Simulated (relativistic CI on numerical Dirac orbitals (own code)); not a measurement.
# Al: one ion under different settings

Aim: see what numerical and physical settings do to the SCF, the total energy and the lowest levels of Al.

Method: Dirac-Coulomb-Breit CI, KLI orbitals optimised for each configuration, model QED (radiative potential, 1s self-energy scaled to tabulated hydrogen-like ionisation energies), numerical settings as typed. Code: relativistic CI on numerical Dirac orbitals (own code) version 3.

### 1 What is computed

```
ion            : Al (Al I)
nuclear charge : 13
electrons      : 13
isotope        : A = 27
```

### 2 Usual settings

Input settings:

```ini
atom Al  Z=13  charge=0  electrons=13
nucleus A=27  rms_radius_fm=3.0610
hamiltonian dirac-coulomb  breit=on  qed=on  c_scale=1
orbitals kli  potential=per-configuration
slater_scale 1
correlation none
mixing on
grid step=0.0125 r_max=149
scf mixing=0.4 start=green max_iterations=150 tolerance=2e-08 node_fill=0.05
configurations
  [Ne] 3s2 3p
  [Ne] 3s2 3d
  [Ne] 3s2 4s
end
```

Run with:

```bash
$ python run_levels.py task.json out
```

The settings of every run stand in task.json; they run in order.

### 3 Breit term off, grid step 0.02

Input settings:

```ini
atom Al  Z=13  charge=0  electrons=13
nucleus A=27  rms_radius_fm=3.0610
hamiltonian dirac-coulomb  breit=off  qed=on  c_scale=1
orbitals kli  potential=per-configuration
slater_scale 1
correlation none
mixing on
grid step=0.02 r_max=149
scf mixing=0.4 start=green max_iterations=150 tolerance=2e-08 node_fill=0.05
configurations
  [Ne] 3s2 3p
  [Ne] 3s2 3d
  [Ne] 3s2 4s
end
```

### 4 Speed-of-light factor 2, end of the grid 223.5

Input settings:

```ini
atom Al  Z=13  charge=0  electrons=13
nucleus A=27  rms_radius_fm=3.0610
hamiltonian dirac-coulomb  breit=on  qed=on  c_scale=2
orbitals kli  potential=per-configuration
slater_scale 1
correlation none
mixing on
grid step=0.0125 r_max=223.5
scf mixing=0.4 start=green max_iterations=150 tolerance=2e-08 node_fill=0.05
configurations
  [Ne] 3s2 3p
  [Ne] 3s2 3d
  [Ne] 3s2 4s
end
```

### 5 Nuclear radius 2.7549, speed-of-light factor 0.8

Input settings:

```ini
atom Al  Z=13  charge=0  electrons=13
nucleus A=27  rms_radius_fm=2.7549
hamiltonian dirac-coulomb  breit=on  qed=on  c_scale=0.8
orbitals kli  potential=per-configuration
slater_scale 1
correlation none
mixing on
grid step=0.0125 r_max=149
scf mixing=0.4 start=green max_iterations=150 tolerance=2e-08 node_fill=0.05
configurations
  [Ne] 3s2 3p
  [Ne] 3s2 3d
  [Ne] 3s2 4s
end
```

### 6 Grid step 0.008

Input settings:

```ini
atom Al  Z=13  charge=0  electrons=13
nucleus A=27  rms_radius_fm=3.0610
hamiltonian dirac-coulomb  breit=on  qed=on  c_scale=1
orbitals kli  potential=per-configuration
slater_scale 1
correlation none
mixing on
grid step=0.008 r_max=149
scf mixing=0.4 start=green max_iterations=150 tolerance=2e-08 node_fill=0.05
configurations
  [Ne] 3s2 3p
  [Ne] 3s2 3d
  [Ne] 3s2 4s
end
```

### 7 Tolerance 0.01

Settings: those of step 6 with these lines changed.

```diff
@@ -7,4 +7,4 @@
 mixing on
-grid step=0.008 r_max=149
-scf mixing=0.4 start=green max_iterations=150 tolerance=2e-08 node_fill=0.05
+grid step=0.0125 r_max=149
+scf mixing=0.4 start=green max_iterations=94 tolerance=0.01 node_fill=0.05
 configurations
```

(Steps that only read results are left out.)

What does the calculation give? Wanted: lowest level, usual settings; total energy; first excitation.

As calculated:

| setting | total energy less usual (Ha) | largest shift of a level among the lowest eight of both runs, same label and place (cm⁻¹) | SCF iterations | time | lowest level | kind of change |
| --- | --- | --- | --- | --- | --- | --- |
| usual | 0 | 0 | 33 | 0.16 s | 3p 2P°1/2 | - |
| Breit term off, grid step 0.02 | -0.0422 | 8.29 | 33 | 0.094 s | 3p 2P°1/2 | model term |
| speed-of-light factor 2, end of the grid 223.5 | 0.308 | 83.0 | 33 | 0.14 s | 3p 2P°1/2 | unphysical constant |
| nuclear radius 2.7549, speed-of-light factor 0.8 | -0.232 | 62.3 | 33 | 0.14 s | 3p 2P°1/2 | unphysical constant |
| grid step 0.008 | -1.56e-05 | 0.0143 | 33 | 0.2 s | 3p 2P°1/2 | numerical |
| tolerance 0.01 | 0.000141 | 32.9 | 12 | 0.1 s | 3p 2P°1/2 | unsound |

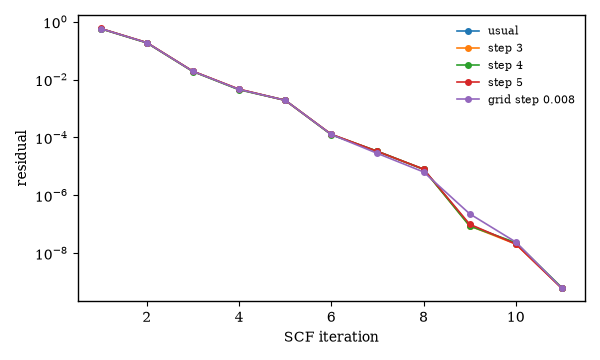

Residual of the first configuration's SCF.

```
                    quantity         value
lowest level, usual settings     3p 2P°1/2
                total energy  -242.2570 Ha
            first excitation    110.7 cm⁻¹
```

Among the runs whose levels can be followed, they move most under «speed-of-light factor 2, end of the grid 223.5» (unphysical constant), by up to 83.0 cm⁻¹. Only the listed configurations are in the model. Near neutrality, missing correlation can shift configurations against each other by thousands of cm⁻¹.
